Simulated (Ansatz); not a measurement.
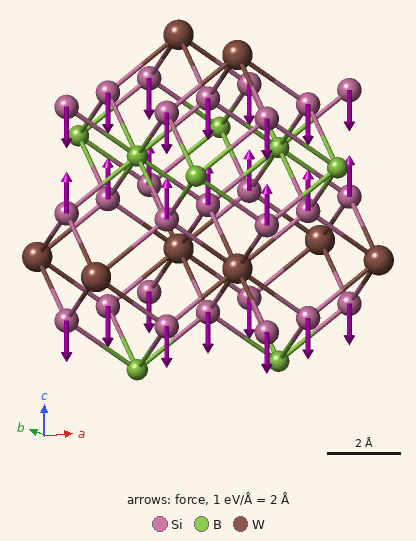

Starting geometry of solid Si4BW (a generated structure, set up in P4/mmm) (coarse preliminary run) with the computed forces as purple arrows. Style: ball-and-stick. Shown: the atoms within 5.8 Å of the atom that moves most (axes of the cell of the calculation), slightly off an axis.

Level of theory: DFT PBE, scalar-relativistic, plane waves, PAW (Ansatz). Set-up: plane-wave cutoff 420 eV; k-point mesh 4 × 4 × 4; occupations gaussian; smearing width 0.1 eV; no spin polarisation; cell and atoms relaxed; force threshold 0.04 eV/Å; at most 70 steps.

Question: Is this structure relaxed? If not, where do the atoms go?

Answer: It isn't relaxed: the largest force vector, on Si atoms, is 0.58 eV/Å. The atoms end up moving mostly along the starting forces (cosine between the two patterns 1.00). The largest moves relative to the cell, 0.21 Å, are those of Si atoms. B and W stay in place. Cell: a = b 4.238 → 3.733 Å (−11.9 %), c 5.976 → 5.982 Å (+0.1 %). Volume −22.4 %. Among the contacts that change: Si–Si 3.000 → 3.431 Å, Si–Si 2.977 → 2.551 Å, Si–Si 2.997 → 2.640 Å, B–Si 2.589 → 2.261 Å. Bond angles that change, for instance: W–Si–W 109.4° → 94.8°. The space group stays P4/mmm (No. 123). After 6 accepted moves (8 points after the start) the energy has fallen by 1.874 eV per cell of the calculation. Largest force component: 0.58 eV/Å at the start, 0.0091 eV/Å at the end. The pressure goes from −16.59 to −0.07 GPa. The line search rejected the trial step at point 5 of the run. The SCF was repeated once at an unchanged geometry on a basis and grid sized afresh for the cell, which shifted the energy by 2.7 meV per cell of the calculation at most.

Limits of the set-up: the k-point mesh is coarse for a cell with partly filled bands.
